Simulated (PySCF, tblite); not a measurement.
**C₃H₆F₂Si+ (doublet): geometry, infrared bands and EPR parameters**

What infrared bands and EPR parameters should C₃H₆F₂Si+ (doublet) (`FC[C+](F)[CH][SiH3]`) show?

Computed with tblite 0.8.0 and PySCF 2.14.0, with density-fitted response routines of our own, on a single molecule in the gas phase. Atoms count from 0, in the outputs and in this text.

**1. Starting geometry**

12 atoms, charge 1, multiplicity 2; geometry from: force field or distance geometry start.

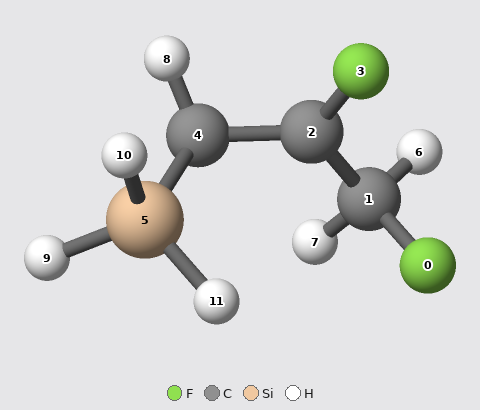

As it starts; fluorine green, carbon grey, silicon light orange, hydrogen white, atoms numbered.

**2. Relaxing the molecule with GFN2-xTB**

The job: settings as JSON, then the geometry in Å.

```
{"job": {"kind": "relax", "xc": "GFN2-xTB", "basis": "xTB"}, "charge": 1, "multiplicity": 2}
F     -1.735500     1.342100     1.198500
C     -1.832600     0.434500     0.141700
C     -0.716500    -0.570600     0.356300
F     -0.650700    -1.328500     1.470600
C      0.291100    -0.685100    -0.730700
Si     1.839400     0.267300    -0.306300
H     -2.812000    -0.073600     0.171800
H     -1.705000     0.942500    -0.824200
H      0.553600    -1.732700    -0.884000
H      2.452500     0.646200    -1.579400
H      2.756400    -0.655000     0.386900
H      1.560700     1.412300     0.572600
```

Launch:

```sh
$ OMP_NUM_THREADS=1 python probes_run.py task.json out
```

One launch serves the whole session: the jobs run in the order shown.

Output:

```text
step      E/eV     max force
  0    -546.14018    4.727
  1    -546.56902    1.934
  2    -546.68255    1.293
  3    -546.72739    0.674
  4    -546.77521    0.692
  5    -546.81078    0.922
  6    -546.84681    0.727
  7    -546.86603    0.428
  8    -546.88267    0.376
  9    -546.89988    0.591
 10    -546.92258    0.730
 11    -546.94602    0.703
 12    -546.96843    0.623
 13    -546.98995    0.625
 14    -547.01745    0.652
 15    -547.05057    0.811
 16    -547.08548    0.858
 17    -547.12693    0.847
 18    -547.17940    0.846
 19    -547.23349    0.977
 20    -547.23484    1.790
 21    -547.30511    0.474
 22    -547.32430    0.307
 23    -547.35716    0.500
 24    -547.37575    0.467
 25    -547.39588    0.285
 26    -547.40503    0.261
 27    -547.41556    0.349
 28    -547.42852    0.345
 29    -547.44787    0.441
 30    -547.46708    0.418
 31    -547.48240    0.351
 32    -547.49459    0.382
 33    -547.50526    0.269
 34    -547.51226    0.177
 35    -547.51684    0.180
 36    -547.52173    0.213
 37    -547.52786    0.287
 38    -547.53336    0.197
 39    -547.53850    0.175
 40    -547.54459    0.213
 41    -547.55189    0.239
 42    -547.56014    0.212
 43    -547.56551    0.221
 44    -547.57051    0.254
 45    -547.57686    0.244
 46    -547.58502    0.328
 47    -547.59429    0.271
 48    -547.60250    0.460
 49    -547.61513    0.285
 50    -547.63315    0.272
 51    -547.65455    0.364
 52    -547.65754    0.693
 53    -547.67020    0.443
 54    -547.67687    0.290
 55    -547.68488    0.237
 56    -547.70319    0.390
 57    -547.70948    0.250
 58    -547.71892    0.264
 59    -547.73053    0.276
 60    -547.73696    0.360
 61    -547.74376    0.352
 62    -547.75235    0.217
 63    -547.76058    0.213
 64    -547.76675    0.183
 65    -547.76991    0.108
 66    -547.77102    0.177
 67    -547.77248    0.089
 68    -547.77425    0.084
 69    -547.77670    0.110
 70    -547.77833    0.137
 71    -547.77975    0.073
 72    -547.78082    0.063
 73    -547.78135    0.063
 74    -547.78162    0.066
 75    -547.78201    0.061
 76    -547.78260    0.064
 77    -547.78337    0.064
 78    -547.78408    0.074
 79    -547.78456    0.051
 80    -547.78492    0.059
 81    -547.78540    0.072
 82    -547.78614    0.085
 83    -547.78708    0.113
 84    -547.78784    0.088
 85    -547.78827    0.047
 86    -547.78859    0.053
 87    -547.78906    0.069
 88    -547.78993    0.108
 89    -547.79016    0.201
 90    -547.79152    0.211
 91    -547.79297    0.112
 92    -547.79420    0.171
 93    -547.79593    0.073
 94    -547.79793    0.106
 95    -547.80163    0.167
 96    -547.80397    0.161
 97    -547.80677    0.285
 98    -547.80986    0.191
 99    -547.81377    0.206
100    -547.81693    0.150
101    -547.81901    0.131
102    -547.82234    0.161
103    -547.82572    0.229
104    -547.83032    0.223
105    -547.83434    0.144
106    -547.83678    0.106
107    -547.83841    0.116
108    -547.83998    0.129
109    -547.84294    0.137
110    -547.84558    0.164
111    -547.84904    0.166
112    -547.85135    0.099
113    -547.85248    0.065
114    -547.85296    0.052
115    -547.85329    0.045
116    -547.85349    0.039
117    -547.85363    0.038
118    -547.85381    0.048
119    -547.85410    0.056
120    -547.85449    0.065
121    -547.85491    0.050
122    -547.85521    0.042
123    -547.85545    0.039
124    -547.85567    0.055
125    -547.85589    0.055
126    -547.85607    0.029
127    -547.85615    0.021
128    -547.85618    0.020
129    -547.85623    0.019
130    -547.85630    0.019
131    -547.85639    0.019
132    -547.85647    0.015
133    -547.85651    0.009
```

Wall time 0.75 s (1 thread of Arm Neoverse V1, shared host).

Relaxation path: (not every step is listed)

```csv
step,energy from step 0 (eV),largest force (eV/Å)
0,0.0000,4.7269
1,-0.4288,1.9341
2,-0.5424,1.2934
3,-0.5872,0.6744
4,-0.6350,0.6917
5,-0.6706,0.9219
6,-0.7066,0.7266
7,-0.7259,0.4283
8,-0.7425,0.3756
20,-1.0947,1.7896
32,-1.3544,0.3817
44,-1.4303,0.2540
56,-1.5630,0.3897
68,-1.6341,0.0840
80,-1.6447,0.0591
92,-1.6540,0.1706
104,-1.6901,0.2229
116,-1.7133,0.0393
128,-1.7160,0.0200
129,-1.7160,0.0193
130,-1.7161,0.0193
131,-1.7162,0.0191
132,-1.7163,0.0154
133,-1.7163,0.0088
```

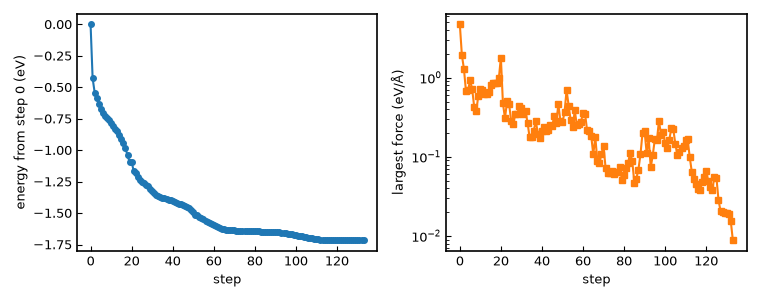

Energy and largest force along the relaxation.

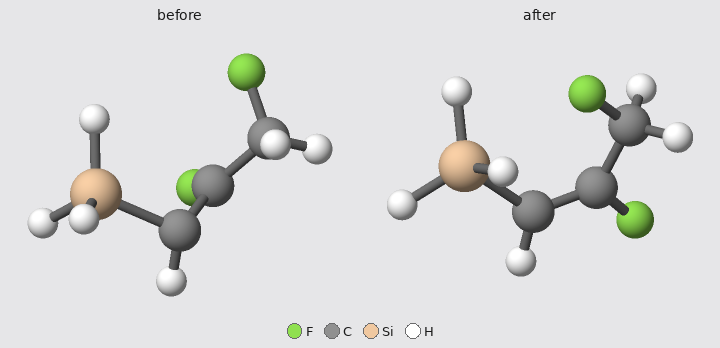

Before and after, at one scale.

Close pairs (by a distance rule), those that changed most:

```
   bond  before (Å)  after (Å)  change (Å)
  C2–C4       1.487      1.352      -0.135
 Si5–H9       1.463      1.504      +0.041
  F0–C1       1.396      1.361      -0.035
 C4–Si5       1.867      1.902      +0.035
  C1–C2       1.517      1.485      -0.032
  C2–F3       1.349      1.321      -0.028
Si5–H10       1.474      1.458      -0.015
  C4–H8       1.091      1.084      -0.007
```

The final coordinates are the input of the step that follows.

**3. Vibrational analysis with GFN2-xTB**

The job: settings as JSON, then the geometry in Å.

```
{"job": {"kind": "ir", "xc": "GFN2-xTB", "basis": "xTB"}, "charge": 1, "multiplicity": 2}
F     -0.724230     1.524133    -0.068090
C     -1.588298     0.481957     0.075020
C     -0.847626    -0.804695     0.036831
F     -1.637719    -1.853247     0.183185
C      0.487509    -0.985234    -0.075169
Si     1.818374     0.371712    -0.013602
H     -2.120889     0.599705     1.032632
H     -2.336350     0.537189    -0.731707
H      0.819496    -2.009869    -0.198638
H      1.398127     0.988511    -1.318866
H      3.084324    -0.339495     0.121828
H      1.648482     1.488646     0.930549
```

Output:

```text
mode    cm-1     km/mol
  1     101.5      8.26
  2     141.8      6.52
  3     162.9      9.08
  4     191.9     38.78
  5     282.9      4.94
  6     302.6     23.27
  7     365.0      8.01
  8     400.5     88.96
  9     443.4     12.68
 10     507.3      1.94
 11     580.2    148.25
 12     615.6     50.61
 13     721.2     31.77
 14     760.8    107.19
 15     798.4     79.38
 16     877.6      3.75
 17     928.2     10.16
 18    1077.0     33.79
 19    1118.7     20.20
 20    1119.4     65.63
 21    1210.0     51.05
 22    1301.4     51.06
 23    1344.4    206.58
 24    1531.8    440.50
 25    1865.7     50.26
 26    2158.7    129.11
 27    2329.2     72.02
 28    2861.6     21.94
 29    2886.9     75.40
 30    3037.3     16.30
```

Run time: 0.3 s. Hardware: 1 thread of Arm Neoverse V1, shared host.

The strongest bands and the atoms that carry them (share of the mass-weighted mode):

| cm⁻¹ | km/mol | atoms |
| --- | --- | --- |
| 400 | 89.0 | H11 48 %, H9 16 %, C2 12 %, H10 11 % |
| 580 | 148.2 | H9 36 %, H10 36 %, H11 14 % |
| 761 | 107.2 | H10 36 %, H11 35 % |
| 798 | 79.4 | H8 68 %, C4 21 % |
| 1344 | 206.6 | H7 43 %, H6 42 % |
| 1532 | 440.5 | C2 58 %, C4 37 % |
| 2159 | 129.1 | H11 95 % |
| 2887 | 75.4 | H7 66 %, H6 30 % |

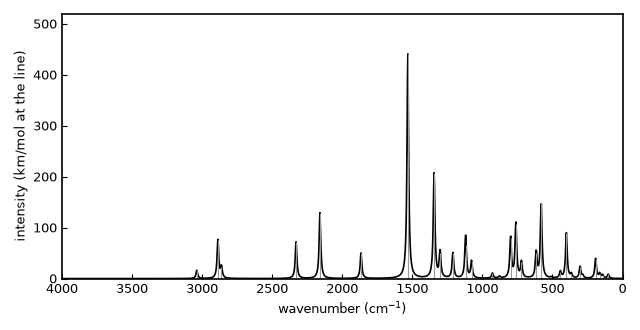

The infrared spectrum from these modes, unscaled. Lines are broadened to a width of 14 cm⁻¹ (Lorentzian).

**4. EPR parameters: B3LYP/pcH-1**

The job, as its differences from that of step 3:

```diff
@@ -1,2 +1,2 @@
-{"job": {"kind": "ir", "xc": "GFN2-xTB", "basis": "xTB"}, "charge": 1, "multiplicity": 2}
+{"job": {"kind": "epr", "basis": "pcH-1"}, "charge": 1, "multiplicity": 2}
 F     -0.724230     1.524133    -0.068090
```

Method: UKS B3LYP, pcH-1 on C F H Si, non-relativistic, mean-field spin-orbit, GIAO.

Output:

```text
UKS, coarse grid
  cycle   1  E = -606.65813153  |g| = 5.00e-01
  cycle   2  E = -606.44792313  |g| = 9.29e-01
  cycle   3  E = -606.74568623  |g| = 7.91e-02
  cycle   4  E = -606.74735895  |g| = 4.39e-02
  cycle   5  E = -606.74820440  |g| = 1.53e-02
  cycle   6  E = -606.74830994  |g| = 2.56e-03
  cycle   7  E = -606.74831483  |g| = 1.56e-03
  cycle   8  E = -606.74831674  |g| = 9.82e-04
UKS, final grid
  cycle   1  E = -606.74835607  |g| = 1.61e-03
  cycle   2  E = -606.74835367  |g| = 2.93e-03
  cycle   3  E = -606.74835729  |g| = 1.62e-04
  cycle   4  E = -606.74835730  |g| = 6.87e-05
  cycle   5  E = -606.74835731  |g| = 3.17e-05
  cycle   6  E = -606.74835732  |g| = 4.98e-06
E = -606.74835732 Eh   <S^2> = 0.7538 (exact 0.7500)
g shifts (ppm)      1          2          3
  rmc          -166       -166       -166
  gc              9         35         35
  oz_so          52       2590       4397
  total        -105       2458       4266
hyperfine (MHz)  atom isotope    a_iso     a_fc   dipolar eigenvalues
    0   19F      -0.37      -0.81    -19.08    -15.19     34.27
    1   13C     -14.09     -14.12     -2.74     -1.52      4.26
    2   13C      10.57      10.45    -27.29    -22.72     50.01
    3   19F      90.38      88.69   -178.17   -175.56    353.73
    4   13C      43.80      43.80    -41.92    -39.09     81.01
    5  29Si      50.14      50.24    -15.32      5.96      9.35
    6    1H      85.50      85.49     -3.81     -1.98      5.78
    7    1H      57.42      57.41     -3.50     -2.78      6.28
    8    1H     -19.39     -19.40    -18.60     -4.75     23.35
    9    1H     305.56     305.56     -4.90     -0.35      5.26
   10    1H      -6.37      -6.37     -2.30     -1.14      3.44
   11    1H      93.61      93.61     -2.40     -1.95      4.36
```

It took 44 s on 1 thread of Arm Neoverse V1, shared host; peak memory 0.77 GiB.

Principal g values 2.00221, 2.00478, 2.00659; g(iso) = 2.00453, against 2.00232 for a free electron.

Mean a(iso) over the nuclei that a row names, and the largest dipolar term of the row (other rows stand at the frozen geometry):

```csv
nuclei,isotope,a(iso) (MHz),"a(iso) (G, at g = 2.0023)",largest dipolar term (MHz)
"H9, H10, H11",1H,130.9,46.7,5.3
F3,19F,90.4,32.2,353.7
"H6, H7",1H,71.5,25.5,6.3
Si5,29Si,50.1,17.9,-15.3
C4,13C,43.8,15.6,81.0
H8,1H,-19.4,-6.9,23.4
C1,13C,-14.1,-5.0,4.3
C2,13C,10.6,3.8,50.0
F0,19F,-0.4,-0.1,34.3
```

Mulliken spin populations:

```
atom  value (e)
  F0       0.01
  C1      -0.02
  C2       0.25
  F3       0.07
  C4       0.47
 Si5      -0.01
  H6       0.04
  H7       0.02
  H8      -0.02
  H9       0.14
 H10       0.00
 H11       0.05
```

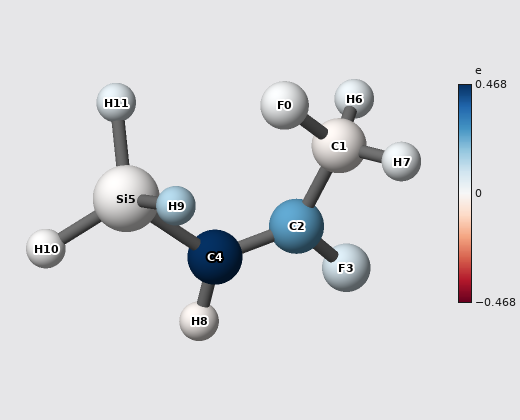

Mulliken spin populations, as colours on the atoms.

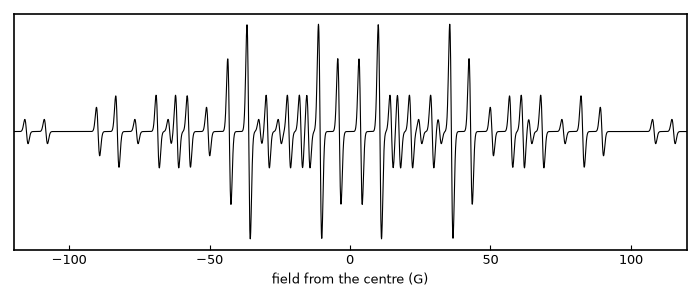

First-order isotropic spectrum (first derivative, main isotopes with spin only, couplings over 0.8 MHz, Gaussian width 0.6 G; couplings of the frozen geometry, rotation of groups not averaged beyond the rows shown).

The fields below are evaluated on a grid from the run's orbitals.

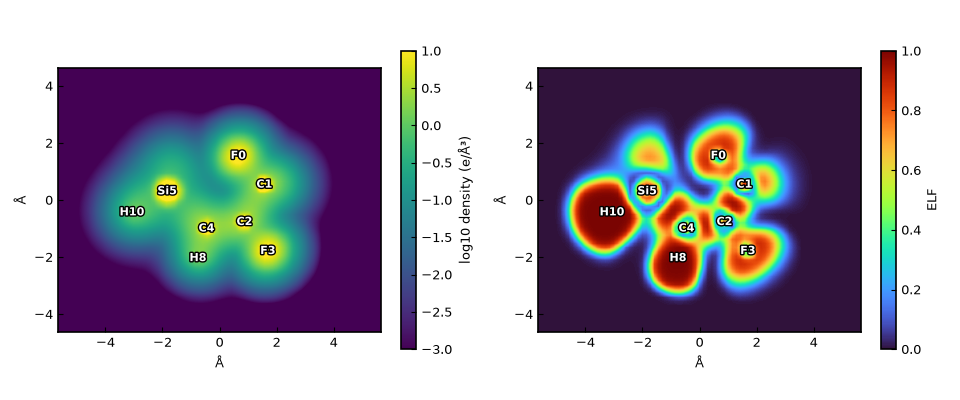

Density (left) and ELF (right) in a plane through or near 8 of the atoms.

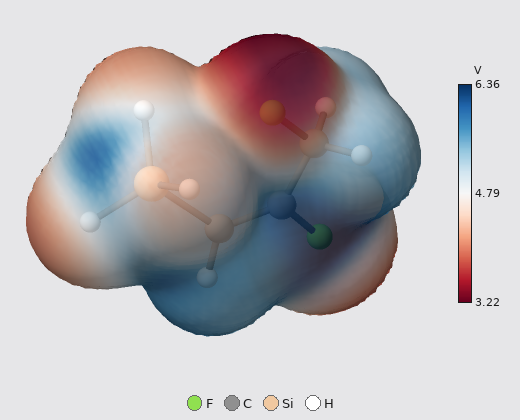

Electrostatic potential on the surface of density 0.002 e/bohr³; red is low, blue high. It runs from 3.22 V near F0 to 6.36 V near C2.

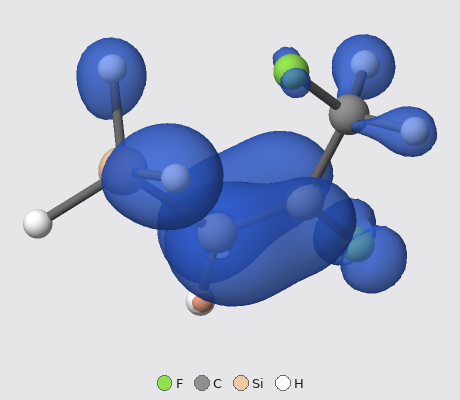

Spin density at ±0.02 e/Å³ (alpha excess blue, beta excess red).

**5. Outcome**

| quantity | value |
| --- | --- |
| strongest single infrared mode (GFN2-xTB) | 1532 cm⁻¹, 440 km/mol |
| zero-point energy (GFN2-xTB) | 45.8 kcal/mol |
| g(iso) (B3LYP) | 2.00453 |
| ⟨S²⟩ | 0.754 (exact 0.75) |
| largest a(iso) (averaged by class) | 1H on H9, H10, H11, 130.9 MHz |

What this shows: The optimisation took 133 steps and gained 1.716 eV; among the close pairs (by a distance rule), C2–C4 changed most, from 1.487 to 1.352 Å. No mode is imaginary among the 30: a minimum at this level. The strongest single mode, at 1532 cm⁻¹, moves mainly C2 and C4. GFN2-xTB is a fitted tight-binding method: band positions and strengths are rough. Its intensities can rank the bands wrongly. C4 carries the largest spin population, 0.47 e. The isotropic g lies 2.2 ppt above the free-electron value. These values are for one conformer; the search (at its own cheap level) found 2 more, at 0.00, 0.91 kcal/mol (those within 0.05 may be mirror or relabelled copies), and measured spectra average over such forms.
